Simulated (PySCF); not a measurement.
C6H13ClOSi

| atom | x (Å) | y (Å) | z (Å) |
| --- | --- | --- | --- |
| C | 1.9360 | -0.2057 | 1.2642 |
| C | 1.7061 | 0.6256 | 0.0046 |
| C | 2.9571 | 0.6365 | -0.8692 |
| C | 0.5127 | 0.0718 | -0.7779 |
| C | -0.8226 | 0.2958 | -0.1147 |
| O | -0.9939 | 1.0963 | 0.7765 |
| Si | -2.2920 | -0.7676 | -0.7782 |
| C | -3.8294 | -0.2121 | 0.1958 |
| Cl | -5.2433 | -1.1649 | -0.3389 |
| H | 2.7713 | 0.1923 | 1.8350 |
| H | 2.1597 | -1.2388 | 1.0031 |
| H | 1.0510 | -0.1894 | 1.8953 |
| H | 1.4659 | 1.6513 | 0.3024 |
| H | 3.8035 | 1.0286 | -0.3106 |
| H | 2.8109 | 1.2579 | -1.7504 |
| H | 3.2003 | -0.3731 | -1.1953 |
| H | 0.6319 | -0.9976 | -0.9639 |
| H | 0.4421 | 0.5579 | -1.7559 |
| H | -2.4638 | -0.5252 | -2.2111 |
| H | -2.0060 | -2.1797 | -0.5201 |
| H | -3.7296 | -0.3749 | 1.2670 |
| H | -4.0783 | 0.8347 | 0.0345 |

Geometry: GFN2-xTB.

Computed with PBE0/pcSseg-1, SCF density, gas phase, non-relativistic in PySCF.

> What can the converged electron density and electron localisation function tell about the bonding?

C–O (1.21 Å): ρ is about 3.3 e/Å³ halfway; the ELF peaks at about 0.85 between the atoms: a multiple bond.
C–C (1.51 Å): the density is about 1.7 e/Å³ at the midpoint; the ELF peaks at about 0.95 between the atoms: localised, covalent bonding.
C–Cl (1.79 Å): ρ at the midpoint is about 1.3 e/Å³; the ELF peaks at about 0.90 between the atoms: a shared electron pair.
C–Si (1.90 Å): the density is about 0.93 e/Å³ at the midpoint; the ELF peaks at about 0.95 between the atoms, as expected for a covalent bond.

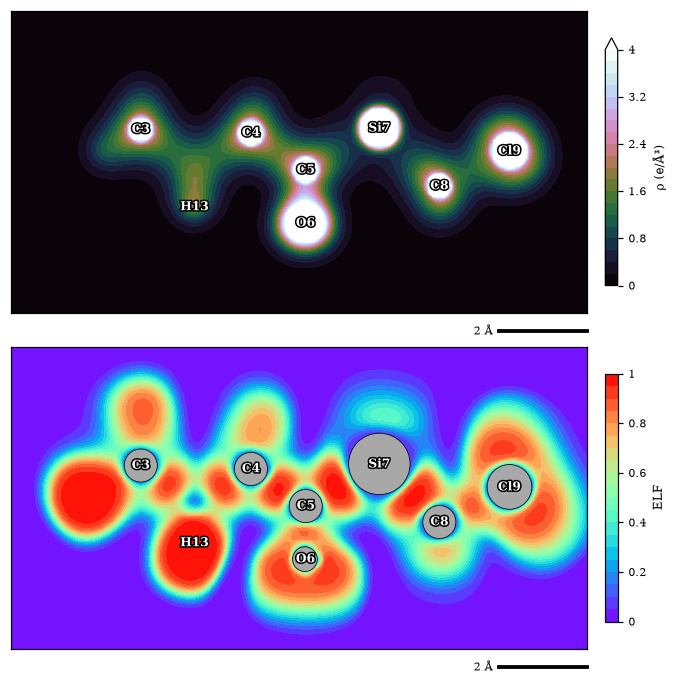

Computed electron density and electron localisation function on the plane of atoms C4, C5 and O6, in this order. Grey discs cover the atomic cores in the ELF map. 
